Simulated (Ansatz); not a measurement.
**GeH₃Br: inputs that go wrong**

3 inputs were typed for GeH₃Br. Each is run as it stands; the log then has to tell whether the result can be used.

Method: the settings change from run to run; program: Ansatz 0.2.0, Gaussian basis.

## Step 1: The relaxed structure

The structure was relaxed beforehand with PBE0-D4 in a triple-zeta def2 set.

SMILES `[GeH3][Br]`, 5 atoms, charge 0, spin multiplicity 1.

Atoms are counted from 1 here; the program's logs count them from 0.

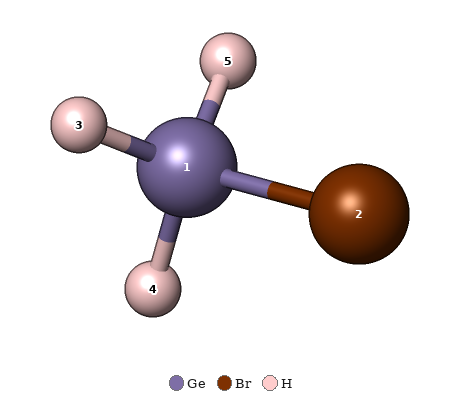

The structure; germanium purple, bromine brown, hydrogen pink; atoms are numbered from 1 in the order of the file.

Geometry (Å):

```xyz
5
BrGeH3
Ge    0.14911   -0.00111   -0.13749
Br   -1.53884   -0.16653    1.42985
H     0.13859    1.43710   -0.66384
H    -0.16209   -1.01097   -1.24606
H     1.46324   -0.33219    0.57604
```

## Step 2: Input 1

Contents of in.yaml:

```yaml
crystal:
  periodic: [false, false, false]
  atoms:
    - {symbol: Ge, position_ang: [0.149106, -0.001111, -0.137488]}
    - {symbol: Br, position_ang: [-1.538842, -0.166535, 1.429849]}
    - {symbol: H, position_ang: [0.138593, 1.437103, -0.663841]}
    - {symbol: H, position_ang: [-0.162095, -1.010972, -1.246056]}
    - {symbol: H, position_ang: [1.463238, -0.332185, 0.576036]}
basis:
  gaussian: {orbitals: def2-TZVPPP}
hamiltonian: {xc: {name: CAM-B3LYP}}
accuracy: high
```

Run with:

```console
$ ansatz run in.yaml --threads 4 --pin off --events-out ev --progress --plain --max-ram 10444MiB
```

What it wrote:

```text
Error: <dir> can't be read: No such file or directory (os error 2)
```

Wall time 0.05 s (4 threads of Arm Neoverse V2, shared host).

**Diagnosis.** The program refused the input before any cycle. It says: «<dir> can't be read: No such file or directory (os error 2)» The basis set isn't in the library under that name. The cure: choose a basis that the program's library holds for every element.

## Step 3: Input 2

Contents of in.yaml:

```yaml
crystal:
  periodic: [false, false, false]
  atoms:
    - {symbol: Ge, position_ang: [0.141963, 0.032740, -0.099902]}
    - {symbol: Br, position_ang: [-1.578363, -0.186510, 1.473240]}
    - {symbol: H, position_ang: [0.105516, 1.429127, -0.664968]}
    - {symbol: H, position_ang: [-0.158810, -0.993435, -1.267660]}
    - {symbol: H, position_ang: [1.421646, -0.311905, 0.616478]}
basis:
  gaussian: {orbitals: def2-TZVPP}
total_charge: -1
magnetization: {spin_polarized: true, initial_magnetization: 1}
hamiltonian: {xc: {name: PBE0}, dispersion: rvv10}
scf: {lower_state_search: off}
```

Launched as before.

What it wrote:

```text
Error: inconsistent input (hamiltonian.dispersion, hamiltonian.xc): `dispersion: rvv10` has no transferable b for PBE exchange — Sabatini et al. (2013) fitted b=6.3 to rPW86, and the PBE refits of Peng & Perdew (2017) are task-dependent (b=6.6 S22 / b=10.0 layered). Use `xc: {exchange: rpw86, correlation: pbe}` for the original rVV10 or `xc: r2scan` for the r²SCAN+rVV10 pairing
```

Wall time 0.05 s (4 threads of Arm Neoverse V2, shared host).

What is wrong: Refused before any calculation. The dispersion term doesn't go with the functional. It also asks for charge -1 and multiplicity 2, another species or state than the molecule above. Its coordinates are also moved off the relaxed structure. Cure: leave the dispersion key out, or pick one that has parameters for this functional, and set charge and spin to those of the species named.

## Step 4: Input 3

Contents of in.yaml:

```yaml
crystal:
  periodic: [false, false, false]
  atoms:
    - {symbol: Ge, position_ang: [0.149106, -0.001111, -0.137488]}
    - {symbol: Br, position_ang: [-1.538842, -0.166535, 1.429849]}
    - {symbol: H, position_ang: [0.138593, 1.437103, -0.663841]}
    - {symbol: H, position_ang: [-0.162095, -1.010972, -1.246056]}
    - {symbol: H, position_ang: [1.463238, -0.332185, 0.576036]}
basis:
  gaussian: {orbitals: "6-31G*"}
hamiltonian: {xc: {name: HF}}
correlation: {method: mp2, frozen_orbitals: {Ge: 0}}
```

Same command.

What it wrote:

```text
Functional definition: HF
  name "HF"
  cite "Fock, Z. Phys. 61, 126 (1930) doi:10.1007/BF01340294"
  parent pbe
  exchange = exact_x
  correlation = 0
Error: "frozen_orbitals" has no count for Br
```

Run time: 0.05 s. Hardware: 4 threads of Arm Neoverse V2, shared host.

Diagnosis: Refused before any calculation. Frozen orbitals are typed for one element alone, and the program wants a count for each. Cure: leave frozen_orbitals out, or give every element a count that its core really has.

## Step 5: Summary

| input | level | ended | cause | time |
| --- | --- | --- | --- | --- |
| 1 | CAM-B3LYP/def2-TZVPPP | refused | the basis set isn't in the library under that name | 0.05 s |
| 2 | PBE0/def2-TZVPP | refused | the dispersion term doesn't go with the functional | 0.05 s |
| 3 | MP2/6-31G* | refused | frozen orbitals are typed for one element alone, and the program wants a count for each | 0.05 s |

In words: 3 refused. A refusal costs next to no computing time.
